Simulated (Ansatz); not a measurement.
Coordinates of B₂SiH₃OF, SMILES FB1BO[SiH2]1 (Å):

```xyz
8

F     -0.6346    -0.9121     2.2356
B     -0.2292    -0.3672     1.1199
B      0.8486     0.8909     0.5685
O      0.6444     0.7667    -0.7759
Si    -0.4996    -0.5130    -0.8974
H      1.6073     1.7123     0.9968
H     -1.7221    -0.0189    -1.5887
H      0.0773    -1.6157    -1.7146
```

Hartree-Fock orbital energies near the frontier, HF/def2-TZVPP with the Ansatz code 0.2.0, at a PBE0-D4/def2-TZVP geometry (a minimum by its frequencies), isolated molecule; empty levels in grey, levels within 0.03 eV side by side.

Q: Where do the frontier orbitals lie?

A: HOMO at −9.88 eV, LUMO at 0.86 eV, 10.74 eV apart.

Q: How far below the HOMO does the next level lie?

A: 2.96 eV.

Q: List the levels.

A:
```csv
orbital,energy (eV)
LUMO+2,3.38
LUMO+1,2.60
LUMO,0.86
HOMO,−9.88
HOMO−1,−12.84
HOMO−2,−12.93
HOMO−3,−15.07
HOMO−4,−15.36
HOMO−5,−16.51
HOMO−6,−18.81
HOMO−7,−19.23
HOMO−8,−19.69
HOMO−9,−20.48
```

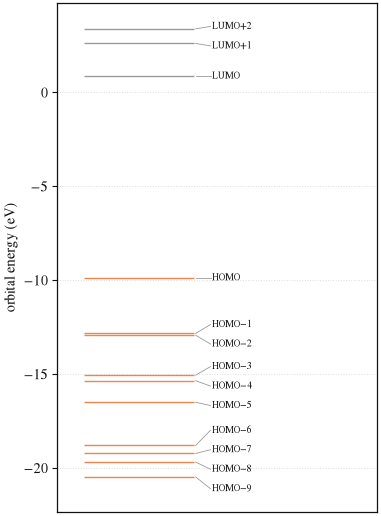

Note: empty levels above zero depend strongly on the basis.
